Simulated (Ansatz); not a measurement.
# C2H4BS (charge +1): shift of H6 from C4 to S3, part 1 of 2

How high is the barrier for the shift of H6 from C4 to S3? Relax the two ends, then run a nudged elastic band between them. SMILES of the start: [CH+]=BSC.

Method: RKS BLYP/cc-pVDZ, in Ansatz 0.2.0.

## 1. Starting point

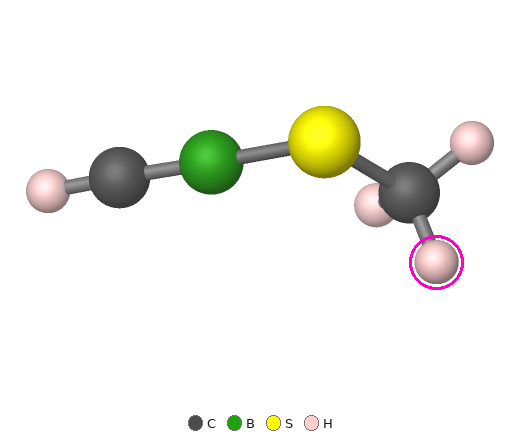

The starting structure, seen from a free direction (carbon dark grey, boron green, sulfur yellow, hydrogen pink). Ringed: H6.

Structure file:

```xyz
8

C     1.0578    0.5623   -2.1394
B     0.1354    0.6091   -1.1465
S    -1.0868    0.7057    0.0445
C    -0.5295   -0.4205    1.3349
H     1.7873    0.5015   -2.9104
H    -1.1460   -1.3201    1.2747
H     0.5188   -0.6848    1.2450
H    -0.7369    0.0468    2.2972
```

## 2. End point A

input.yaml reads:

```yaml
crystal:
  periodic: [false, false, false]
  atoms:
    - { symbol: C, position_ang: [1.05779, 0.56231, -2.13936] }
    - { symbol: B, position_ang: [0.13541, 0.60909, -1.14654] }
    - { symbol: S, position_ang: [-1.08675, 0.70567, 0.04449] }
    - { symbol: C, position_ang: [-0.52951, -0.4205, 1.33492] }
    - { symbol: H, position_ang: [1.78725, 0.50149, -2.91042] }
    - { symbol: H, position_ang: [-1.14602, -1.32006, 1.27473] }
    - { symbol: H, position_ang: [0.51875, -0.6848, 1.24497] }
    - { symbol: H, position_ang: [-0.73691, 0.0468, 2.2972] }
total_charge: 1
basis:
  gaussian: { orbitals: cc-pVDZ }
hamiltonian:
  xc: blyp
relax:
  f_tol: 0.02
  max_steps: 50
output:
  orbitals: {}
```

Run with:

```
$ ansatz run input.yaml --threads 1 --pin off --max-ram 2048MiB --backend cpu --events-out ev --progress --plain --runs-dir out
```

What it wrote, shortened:

```text
Warning: RAYON_NUM_THREADS=1 ignored (pool sized by the plan → 1); use --threads N
[...]
Functional definition: BLYP
[...]
997 factors; their error is unknown
[...]
mean field -13638.26655600 eV, -501.1970515840 hartree, gradient 2.9e-5 eV, S^2 0.000000; 1 other end points of the search recorded, 0 dependent functions left out
[...]
reference -13638.26688439 eV, -501.1970636520 hartree; 18, 18 occupied and 62, 62 virtual orbitals, 997 factors
relax step   1: F+E_penalty+E_count = -13638.26655600 eV  Δ(F+E_penalty+E_count) = +0.000e0 eV  max|allowed force component| = 7.912e-1 eV/Å  Δτ_max = 0.0000 Å  (51 SCF iters, accepted)
[...]
relax step   3: F+E_penalty+E_count = -13638.36445160 eV  Δ(F+E_penalty+E_count) = -1.700e-2 eV  max|allowed force component| = 2.147e-1 eV/Å  Δτ_max = 0.0521 Å  (32 SCF iters, accepted)
[...]
relax step   5: F+E_penalty+E_count = -13638.36738585 eV  Δ(F+E_penalty+E_count) = -2.799e-3 eV  max|allowed force component| = 4.329e-2 eV/Å  Δτ_max = 0.0192 Å  (34 SCF iters, accepted)
[...]
relax step   7: F+E_penalty+E_count = -13638.36843685 eV  Δ(F+E_penalty+E_count) = -7.203e-4 eV  max|allowed force component| = 2.014e-2 eV/Å  Δτ_max = 0.0355 Å  (32 SCF iters, accepted)
[...]
relax step   9: F+E_penalty+E_count = -13638.36883991 eV  Δ(F+E_penalty+E_count) = -1.045e-4 eV  max|allowed force component| = 2.353e-2 eV/Å  Δτ_max = 0.0035 Å  (25 SCF iters, accepted)
[...]
relax step  10: F+E_penalty+E_count = -13638.36894696 eV  Δ(F+E_penalty+E_count) = -1.071e-4 eV  max|allowed force component| = 6.530e-3 eV/Å  Δτ_max = 0.0136 Å  (33 SCF iters, accepted)
[...]
relax step  11: F+E_penalty+E_count = -13638.36902042 eV  Δ(F+E_penalty+E_count) = -7.347e-5 eV  max|allowed force component| = 1.159e-2 eV/Å  Δτ_max = 0.0277 Å  (32 SCF iters, accepted)
997 factors; their error is unknown
[...]
mean field -13638.36902042 eV, -501.2008170820 hartree, gradient 1.6e-5 eV, S^2 0.000000; 2 other end points of the search recorded, 0 dependent functions left out
[...]
reference -13638.36935088 eV, -501.2008292261 hartree; 18, 18 occupied and 62, 62 virtual orbitals, 997 factors
Total energy: -13638.36935088 eV, -501.2008292261 hartree
Atom 0 at     1.101336     0.631850    -2.207625 Å, force     0.002116     0.003336    -0.002198 eV/Å
Atom 1 at     0.166064     0.544294    -1.186667 Å, force    -0.002040    -0.001862     0.000523 eV/Å
Atom 2 at    -1.122005     0.558377    -0.044596 Å, force     0.005787    -0.003628     0.003183 eV/Å
Atom 3 at    -0.551453    -0.470256     1.400925 Å, force    -0.011594    -0.002931     0.009335 eV/Å
Atom 4 at     1.864606     0.675540    -2.987400 Å, force    -0.000636    -0.001197     0.001080 eV/Å
Atom 5 at    -1.299036    -1.285871     1.492381 Å, force     0.006947     0.006761    -0.000852 eV/Å
Atom 6 at     0.471552    -0.850947     1.248768 Å, force    -0.002226     0.003109    -0.004131 eV/Å
Atom 7 at    -0.631055     0.197012     2.284204 Å, force     0.001647    -0.003586    -0.006940 eV/Å
Dipole moment:     0.364136    -0.108992    -0.124874 e Å
```

Wall time 69 s (1 thread of an x86-64 CPU, shared host); peak memory 0.16 GiB.

The steps of the relaxation:

| step | energy from step 1 (eV) | largest force component (eV/Å) |
| --- | --- | --- |
| 1 | 0.0000 | 0.7912 |
| 2 | -0.0809 | 0.4030 |
| 3 | -0.0979 | 0.2147 |
| 4 | -0.0980 | 0.1776 |
| 5 | -0.1008 | 0.0433 |
| 6 | -0.1012 | 0.0429 |
| 7 | -0.1019 | 0.0201 |
| 8 | -0.1022 | 0.0382 |
| 9 | -0.1023 | 0.0235 |
| 10 | -0.1024 | 0.0065 |
| 11 | -0.1025 | 0.0116 |

Step 1 is the start.

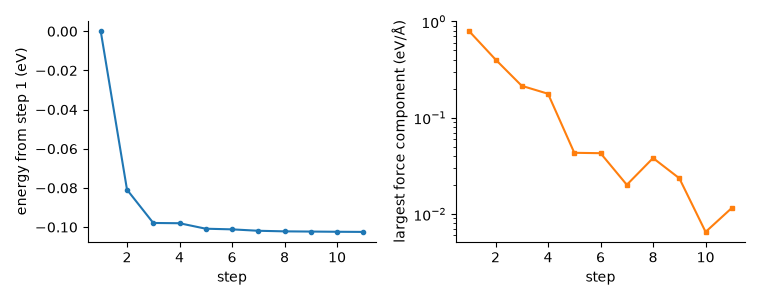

How energy and force went from step to step.

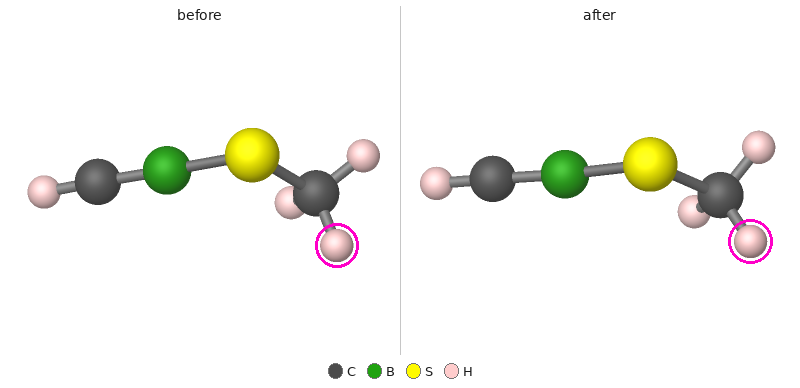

The structure before (left) and after (right), drawn at the same scale.

After: Bond lengths: C1–B2 1.387 Å, B2–S3 1.722 Å, S3–C4 1.864 Å, C1–H5 1.092 Å, C4–H6 1.110 Å, C4–H7 1.102 Å, C4–H8 1.110 Å. Angles: C1–B2–S3 172.8°, B2–C1–H5 177.7°, B2–S3–C4 106.3°, S3–C4–H6 105.3°, S3–C4–H7 111.6°, S3–C4–H8 105.3°, H6–C4–H7 112.5°, H6–C4–H8 109.1°, H7–C4–H8 112.6°.

## 3. Nudged elastic band

crystal.atoms is end A as relaxed above, and neb.final_atoms is end B, relaxed in a run not shown. With 9 inner images the band has 11 in all. The start path is listed, through a guess of the saddle.

input.yaml reads:

```yaml
crystal:
  periodic: [false, false, false]
  atoms:
    - { symbol: C, position_ang: [1.101336, 0.63185, -2.207625] }
    - { symbol: B, position_ang: [0.166064, 0.544294, -1.186667] }
    - { symbol: S, position_ang: [-1.122005, 0.558377, -0.044596] }
    - { symbol: C, position_ang: [-0.551453, -0.470256, 1.400925] }
    - { symbol: H, position_ang: [1.864606, 0.67554, -2.9874] }
    - { symbol: H, position_ang: [-1.299036, -1.285871, 1.492381] }
    - { symbol: H, position_ang: [0.471552, -0.850947, 1.248768] }
    - { symbol: H, position_ang: [-0.631055, 0.197012, 2.284204] }
total_charge: 1
basis:
  gaussian: { orbitals: cc-pVDZ }
hamiltonian:
  xc: blyp
neb:
  order_check: false
  images: 9
  f_tol: 0.05
  max_iterations: 27
  final_atoms:
    - { symbol: C, position_ang: [0.94269115, 0.55694303, -2.34509359] }
    - { symbol: B, position_ang: [0.34320238, 0.26736678, -1.17792315] }
    - { symbol: S, position_ang: [-0.57753567, -0.11419111, 0.22507135] }
    - { symbol: C, position_ang: [-0.15062604, -0.36250274, 1.82612788] }
    - { symbol: H, position_ang: [1.44163755, 0.79393715, -3.2833182] }
    - { symbol: H, position_ang: [-1.95063419, -0.25818685, 0.13736485] }
    - { symbol: H, position_ang: [0.91360861, -0.28398025, 2.08935964] }
    - { symbol: H, position_ang: [-0.96233481, -0.59938701, 2.52840123] }
  initial_path:
    images:
      - { positions_ang: [[1.101336, 0.63185, -2.207625], [0.166064, 0.544294, -1.186667], [-1.122005, 0.558377, -0.044596], [-0.551453, -0.470256, 1.400925], [1.864606, 0.67554, -2.9874], [-1.299036, -1.285871, 1.492381], [0.471552, -0.850947, 1.248768], [-0.631055, 0.197012, 2.284204]] }
      - { positions_ang: [[1.08653949, 0.61977289, -2.19320539], [0.15665346, 0.52254753, -1.17692862], [-1.11621869, 0.50216223, -0.02432748], [-0.49070231, -0.47961336, 1.40765002], [1.84218256, 0.67193546, -2.97157223], [-1.39853179, -1.21019377, 1.39040925], [0.54386246, -0.77491499, 1.26977765], [-0.62377619, 0.14830301, 2.2981868]] }
      - { positions_ang: [[1.07174298, 0.60769579, -2.17878579], [0.14724291, 0.50080107, -1.16719024], [-1.11043239, 0.44594745, -0.00405895], [-0.42995162, -0.48897072, 1.41437503], [1.81975913, 0.66833092, -2.95574445], [-1.49802757, -1.13451655, 1.2884375], [0.61617292, -0.69888299, 1.29078731], [-0.61649737, 0.09959402, 2.31216959]] }
      - { positions_ang: [[1.05694647, 0.59561868, -2.16436618], [0.13783237, 0.4790546, -1.15745186], [-1.10464608, 0.38973268, 0.01620957], [-0.36920093, -0.49832807, 1.42110005], [1.79733569, 0.66472638, -2.93991668], [-1.59752336, -1.05883932, 1.18646575], [0.68848338, -0.62285098, 1.31179696], [-0.60921856, 0.05088503, 2.32615239]] }
      - { positions_ang: [[1.04214997, 0.58354157, -2.14994657], [0.12842183, 0.45730814, -1.14771348], [-1.09885977, 0.33351791, 0.0364781], [-0.30845024, -0.50768543, 1.42782506], [1.77491226, 0.66112184, -2.92408891], [-1.69701914, -0.98316209, 1.084494], [0.76079385, -0.54681898, 1.33280662], [-0.60193974, 0.00217604, 2.34013519]] }
      - { positions_ang: [[1.02735346, 0.57146446, -2.13552697], [0.11901129, 0.43556167, -1.1379751], [-1.09307347, 0.27730314, 0.05674662], [-0.24769955, -0.51704279, 1.43455008], [1.75248882, 0.6575173, -2.90826114], [-1.79651493, -0.90748486, 0.98252225], [0.83310431, -0.47078697, 1.35381627], [-0.59466093, -0.04653295, 2.35411799]] }
      - { positions_ang: [[1.010421, 0.56856018, -2.17744029], [0.16384951, 0.40192269, -1.14596471], [-0.98996591, 0.19900429, 0.09041157], [-0.22828485, -0.48613478, 1.51286564], [1.69031857, 0.68480127, -2.98327255], [-1.82733878, -0.77762526, 0.81349077], [0.84920517, -0.43342563, 1.50092494], [-0.66819571, -0.15710376, 2.38897463]] }
      - { positions_ang: [[0.99348854, 0.56565589, -2.21935362], [0.20868772, 0.36828372, -1.15395432], [-0.88685835, 0.12070544, 0.12407651], [-0.20887014, -0.45522677, 1.5911812], [1.62814831, 0.71208524, -3.05828396], [-1.85816263, -0.64776566, 0.64445929], [0.86530603, -0.39606429, 1.64803362], [-0.74173048, -0.26767457, 2.42383128]] }
      - { positions_ang: [[0.97655608, 0.5627516, -2.26126694], [0.25352594, 0.33464474, -1.16194393], [-0.78375079, 0.04240659, 0.15774146], [-0.18945544, -0.42431876, 1.66949676], [1.56597806, 0.73936921, -3.13329537], [-1.88898648, -0.51790605, 0.47542781], [0.88140689, -0.35870294, 1.79514229], [-0.81526526, -0.37824538, 2.45868793]] }
      - { positions_ang: [[0.95962361, 0.55984731, -2.30318027], [0.29836416, 0.30100576, -1.16993354], [-0.68064323, -0.03589226, 0.1914064], [-0.17004074, -0.39341075, 1.74781232], [1.5038078, 0.76665318, -3.20830679], [-1.91981034, -0.38804645, 0.30639633], [0.89750775, -0.3213416, 1.94225096], [-0.88880003, -0.4888162, 2.49354458]] }
      - { positions_ang: [[0.94269115, 0.55694303, -2.34509359], [0.34320238, 0.26736678, -1.17792315], [-0.57753567, -0.11419111, 0.22507135], [-0.15062604, -0.36250274, 1.82612788], [1.44163755, 0.79393715, -3.2833182], [-1.95063419, -0.25818685, 0.13736485], [0.91360861, -0.28398025, 2.08935964], [-0.96233481, -0.59938701, 2.52840123]] }
```

Run with:

```
$ ansatz run input.yaml --threads 1 --pin off --max-ram 2048MiB --backend cpu --events-out ev --progress --plain --runs-dir out
```

What it wrote, shortened:

```text
Warning: RAYON_NUM_THREADS=1 ignored (pool sized by the plan → 1); use --threads N
[...]
[... 1 set-up line as earlier in the session ...]
[...]
997 factors; their error is unknown
[...]
mean field -13638.36902412 eV, -501.2008172179 hartree, gradient 1.9e-5 eV, S^2 0.000000; 1 other end points of the search recorded, 0 dependent functions left out
[...]
reference -13638.36935455 eV, -501.2008293611 hartree; 18, 18 occupied and 62, 62 virtual orbitals, 997 factors
997 factors; their error is unknown
[...]
mean field -13636.32658305 eV, -501.1257588930 hartree, gradient 2.0e-5 eV, S^2 0.000000; 2 other end points of the search recorded, 0 dependent functions left out
[...]
reference -13636.32690837 eV, -501.1257708484 hartree; 18, 18 occupied and 62, 62 virtual orbitals, 997 factors
NEB end point (image 0): max|allowed force component| = 1.161e-2 eV/Å (the criterion of neb.relax_end_points is 1.000e-2)
[...]
NEB iter  12: max|band force component| = 3.746e-2 eV/Å  barrier→ = 2.7258 eV  barrier← = 0.6834 eV  CI = image 6  Δτ_max = 0.0000 Å  (927 SCF iters)
Total energy: -13635.64353528 eV, -501.1006573502 hartree
Atom 0 at     0.923235     0.551441    -2.325959 Å, force    -0.018484     0.000643    -0.018607 eV/Å
Atom 1 at     0.282615     0.351578    -1.152871 Å, force     0.002107    -0.001539    -0.007506 eV/Å
Atom 2 at    -0.822349     0.455672     0.201969 Å, force     0.023530     0.006516    -0.013845 eV/Å
Atom 3 at    -0.244327    -0.291485     1.726307 Å, force    -0.029785    -0.008252     0.026796 eV/Å
Atom 4 at     1.466342     0.692838    -3.258904 Å, force     0.010901     0.002744     0.012899 eV/Å
Atom 5 at    -1.413326    -0.846526     0.424695 Å, force    -0.005527    -0.004380     0.002599 eV/Å
Atom 6 at     0.777209    -0.693705     1.830545 Å, force     0.001113     0.008571    -0.002143 eV/Å
Atom 7 at    -0.969390    -0.219815     2.554208 Å, force     0.016145    -0.004303    -0.000193 eV/Å
Dipole moment:    -0.095111    -0.283324     0.419649 e Å
this run last wrote the band of iteration 12 to <dir>
```

It took 9.8 min on 1 thread of an x86-64 CPU, shared host; peak memory 0.27 GiB.

## 4. What the band shows

Images 0 and 10 are the ends. Energies count from image 0; the path length is the program's own measure over all atoms.

| image | path (Å) | energy (eV) | H6–C4 (Å) | H6–S3 (Å) | band force (eV/Å) |
| --- | --- | --- | --- | --- | --- |
| 0 | 0.000 | 0.0000 | 1.11 | 2.41 | - |
| 1 | 0.391 | 0.0022 | 1.11 | 2.41 | 0.002 |
| 2 | 0.782 | 0.0073 | 1.11 | 2.42 | 0.006 |
| 3 | 1.173 | 0.0329 | 1.11 | 2.38 | 0.015 |
| 4 | 1.564 | 0.5371 | 1.15 | 2.02 | 0.028 |
| 5 | 1.955 | 2.0134 | 1.43 | 1.68 | 0.022 |
| 6* | 2.346 | 2.7258 | 1.84 | 1.45 | 0.030 |
| 7 | 2.690 | 2.5181 | 2.14 | 1.39 | 0.018 |
| 8 | 3.033 | 2.2484 | 2.35 | 1.38 | 0.037 |
| 9 | 3.377 | 2.0894 | 2.45 | 1.38 | 0.028 |
| 10 | 3.720 | 2.0424 | 2.47 | 1.38 | - |

The star marks the climbing image.

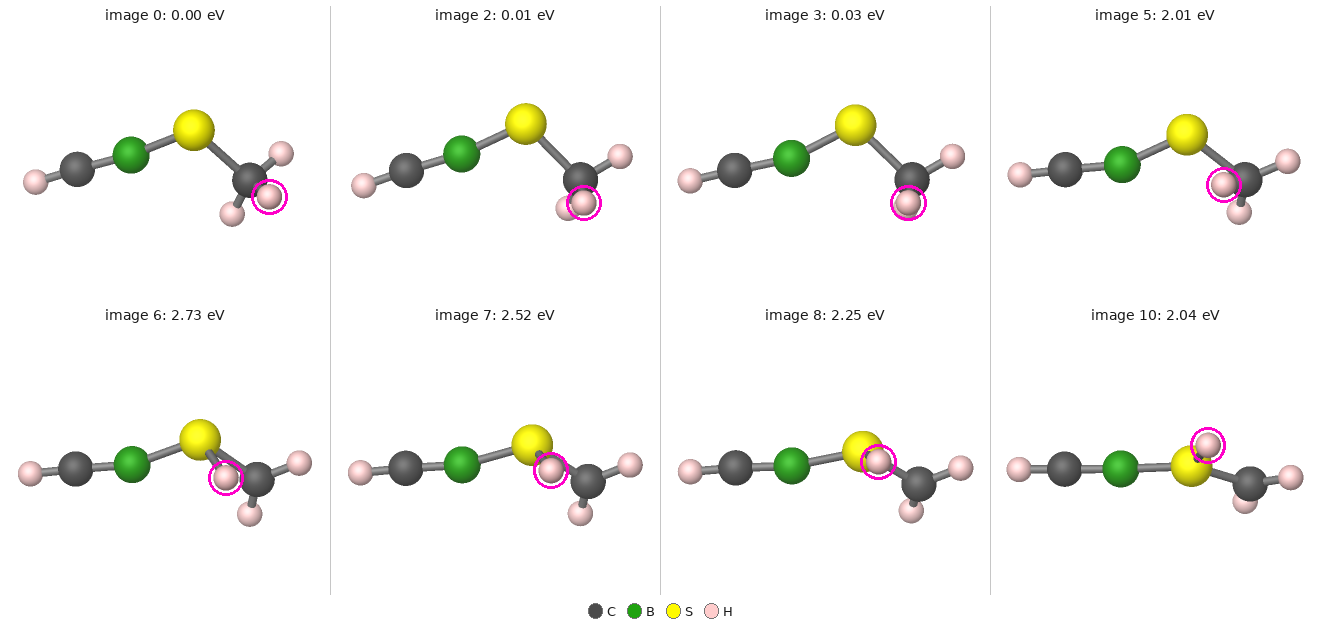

The images of the last band, seen from a free direction. Ringed: H6. Sticks join atoms closer than a bonding distance in each image.

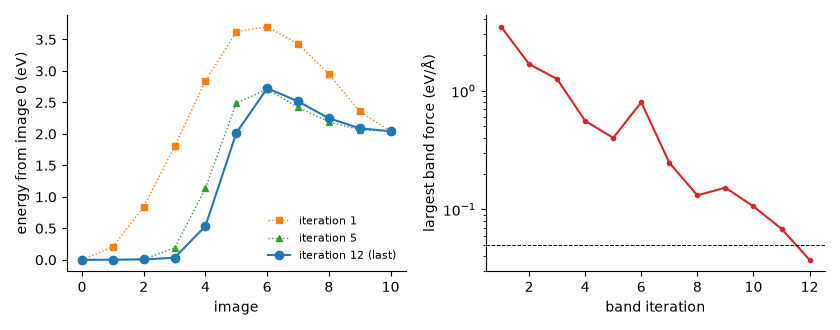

Left: energy of each image for early iterations and the last one (lines only join the points; early values far above the last band run off the scale). Right: the largest band force by iteration, with the threshold dashed.

The top of the band by iteration:

| iteration | highest image above image 0 (eV) | largest band force (eV/Å) |
| --- | --- | --- |
| 1 | 3.7038 | 3.474 |
| 2 | 2.9970 | 1.679 |
| 3 | 2.7808 | 1.255 |
| 4 | 2.6878 | 0.557 |
| 5 | 2.7084 | 0.400 |
| 6 | 2.7433 | 0.800 |
| 7 | 2.7341 | 0.247 |
| 8 | 2.7305 | 0.131 |
| 9 | 2.7291 | 0.152 |
| 10 | 2.7274 | 0.106 |
| 11 | 2.7263 | 0.068 |
| 12 | 2.7258 | 0.037 |

The band as a trajectory file:

```xyz
8
image=0 dE=0.0000
C     1.101    0.632   -2.208
B     0.166    0.544   -1.187
S    -1.122    0.558   -0.045
C    -0.551   -0.470    1.401
H     1.865    0.676   -2.987
H    -1.299   -1.286    1.492
H     0.472   -0.851    1.249
H    -0.631    0.197    2.284
8
image=1 dE=0.0022
C     1.078    0.597   -2.230
B     0.188    0.576   -1.166
S    -1.042    0.696    0.033
C    -0.546   -0.457    1.411
H     1.806    0.579   -3.044
H    -1.217   -1.338    1.316
H     0.517   -0.740    1.334
H    -0.783    0.087    2.346
8
image=2 dE=0.0073
C     1.045    0.572   -2.258
B     0.222    0.601   -1.142
S    -0.931    0.821    0.119
C    -0.543   -0.453    1.423
H     1.717    0.507   -3.117
H    -1.120   -1.361    1.149
H     0.540   -0.661    1.458
H    -0.931   -0.026    2.367
8
image=3 dE=0.0329
C     1.009    0.557   -2.322
B     0.280    0.515   -1.141
S    -0.768    0.872    0.178
C    -0.540   -0.451    1.466
H     1.606    0.577   -3.236
H    -1.062   -1.327    1.034
H     0.533   -0.655    1.648
H    -1.059   -0.089    2.373
8
image=4 dE=0.5371
C     0.973    0.542   -2.332
B     0.303    0.389   -1.135
S    -0.794    0.749    0.138
C    -0.472   -0.421    1.526
H     1.543    0.665   -3.252
H    -1.124   -1.103    0.873
H     0.599   -0.679    1.735
H    -1.029   -0.145    2.447
8
image=5 dE=2.0134
C     0.939    0.542   -2.332
B     0.298    0.359   -1.144
S    -0.818    0.595    0.152
C    -0.363   -0.359    1.616
H     1.494    0.680   -3.257
H    -1.253   -0.946    0.662
H     0.700   -0.683    1.793
H    -0.997   -0.188    2.511
8
image=6 dE=2.7258
C     0.923    0.551   -2.326
B     0.283    0.352   -1.153
S    -0.822    0.456    0.202
C    -0.244   -0.291    1.726
H     1.466    0.693   -3.259
H    -1.413   -0.847    0.425
H     0.777   -0.694    1.831
H    -0.969   -0.220    2.554
8
image=7 dE=2.5181
C     0.916    0.566   -2.323
B     0.277    0.343   -1.155
S    -0.770    0.343    0.255
C    -0.186   -0.316    1.770
H     1.450    0.711   -3.260
H    -1.615   -0.758    0.245
H     0.855   -0.639    1.884
H    -0.926   -0.249    2.584
8
image=8 dE=2.2484
C     0.921    0.580   -2.320
B     0.282    0.317   -1.163
S    -0.703    0.207    0.272
C    -0.156   -0.370    1.791
H     1.449    0.739   -3.259
H    -1.802   -0.619    0.138
H     0.917   -0.532    1.948
H    -0.909   -0.322    2.593
8
image=9 dE=2.0894
C     0.940    0.576   -2.323
B     0.296    0.275   -1.181
S    -0.638    0.047    0.253
C    -0.142   -0.397    1.803
H     1.460    0.778   -3.257
H    -1.926   -0.440    0.123
H     0.937   -0.399    2.010
H    -0.927   -0.441    2.572
8
image=10 dE=2.0424
C     0.943    0.557   -2.345
B     0.343    0.267   -1.178
S    -0.578   -0.114    0.225
C    -0.151   -0.363    1.826
H     1.442    0.794   -3.283
H    -1.951   -0.258    0.137
H     0.914   -0.284    2.089
H    -0.962   -0.599    2.528
```

(Continued in part 2 of 2.)
